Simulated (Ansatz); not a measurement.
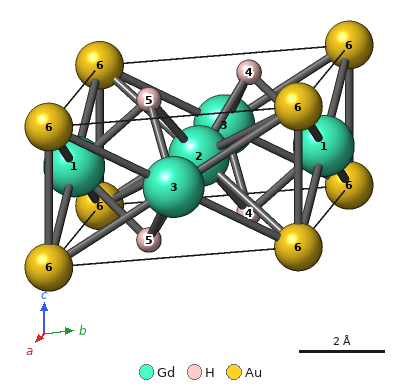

Starting structure of crystalline Gd$_{3}$H$_{2}$Au (a generated structure, set up in P6/mmm). A ball-and-stick model of the cell of the calculation, seen slightly off an axis.

All numbers below come from DFT PBE, scalar-relativistic, plane waves, PAW (Ansatz).

The input:
```yaml
crystal:
  lattice:
    - [6.21591079, 0.0, 0.0]
    - [-3.1079554, 5.38313666, 0.0]
    - [0.0, 0.0, 3.40489367]
  atoms:
    - { symbol: Gd, position: [0.5, 0.0, 0.5], spin: 7.58 }
    - { symbol: Gd, position: [0.5, 0.5, 0.5], spin: 7.58 }
    - { symbol: Gd, position: [0.0, 0.5, 0.5], spin: 7.58 }
    - { symbol: H, position: [0.33333333, 0.66666667, 0.0] }
    - { symbol: H, position: [0.66666667, 0.33333333, 0.0] }
    - { symbol: Au, position: [0.0, 0.0, 0.0] }
basis:
  ecutwfc: 420
kpoints:
  mp_grid: { grid: [6, 6, 12] }
hamiltonian:
  xc: pbe
scf:
  occupations: { method: gaussian, width: 0.1 }
output:
  forces: true
  stress: true
  eigenvalues: true
  populations: true
magnetization:
  spin_polarized: true
relax:
  adjacent_minimum: "off"
  f_tol: 0.01
  max_steps: 80
  cell: { stress_tol: 0.05 }
```

Launched with:
```bash
ansatz run input.yaml --threads 1 --pin off --max-ram 2048MiB --backend cpu --events-out ev --progress --plain --runs-dir out
```

Predict the outcome.

Answer. The energy falls by 20.5 meV per atom in 4 accepted moves (5 points after the start). All forces vanish by symmetry, so only the cell relaxes. Pressure: −2.12 GPa at the start and −0.01 GPa at the end. At 1 point the geometry stayed and the basis and grid were re-selected for the new cell (energy shift of 0.2 meV per atom at most each time). The atoms keep their places relative to the cell (all moves are under 0.005 Å). The volume changes by −3.7 %, with a = b 6.216 → 6.279 Å (+1.0 %), c 3.405 → 3.214 Å (−5.6 %). Some distances before and after: Gd1–Gd1 3.405 → 3.214 Å, Au6–Au6 3.405 → 3.214 Å, Gd1–H4 2.473 → 2.422 Å, Gd1–Gd2 3.108 → 3.139 Å. Among the angles between lasting bonds that change: Gd1–H4–Gd1 87.0° → 83.1°, Gd1–H4–Gd2 77.8° → 80.8°. The space group stays P6/mmm (No. 191).

The structure at the end:

```
Gd H Au
1.0
     6.27853    0.00000    0.00000
    -3.13927    5.43737    0.00000
     0.00000    0.00000    3.21364
Gd H Au
3 2 1
Direct
  0.50000 0.00000 0.50000
  0.50000 0.50000 0.50000
  0.00000 0.50000 0.50000
  0.33333 0.66667 0.00000
  0.66667 0.33333 0.00000
  0.00000 0.00000 0.00000
```

After the run, drawn alike:

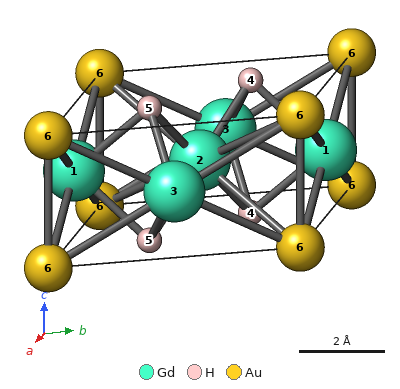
